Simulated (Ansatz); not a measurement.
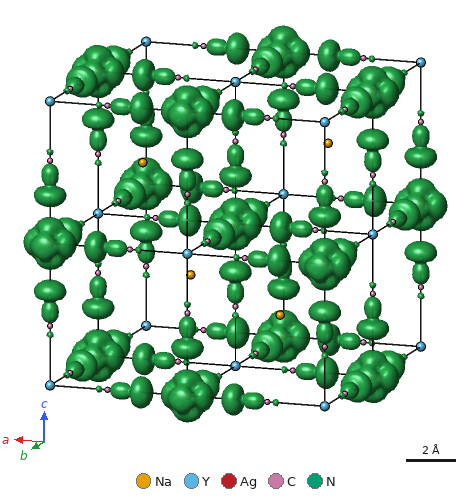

Figure 1: NaYAgC6N6. Isosurface of the magnetisation density (up minus down) at +0.02 e/Å³ (green), seen at an oblique angle. Sticks mark near contacts.

Space group F-43m; a structure generated by program, which may or may not match a known phase; spin-polarised.

Method: DFT PBE, scalar-relativistic, plane waves, PAW (Ansatz 0.2.0).

The density is the valence pseudo-density of a PAW calculation; it isn't the true density close to the nuclei.

NaYAgC6N6, 60 atoms, a = 11.91 Å, b = 11.91 Å, c = 11.91 Å, α = 90.00°, β = 90.00°, γ = 90.00°.

Q: Which atoms carry the moments, and with what signs?

A: The spin density sits on Ag: +0.5 μB (×4) in one cell of 60 atoms: parallel main moments, as they must be, since the calculation's own cell holds one magnetic site. The cell of the calculation (15 atoms) carries 1.0 μB of net spin moment.
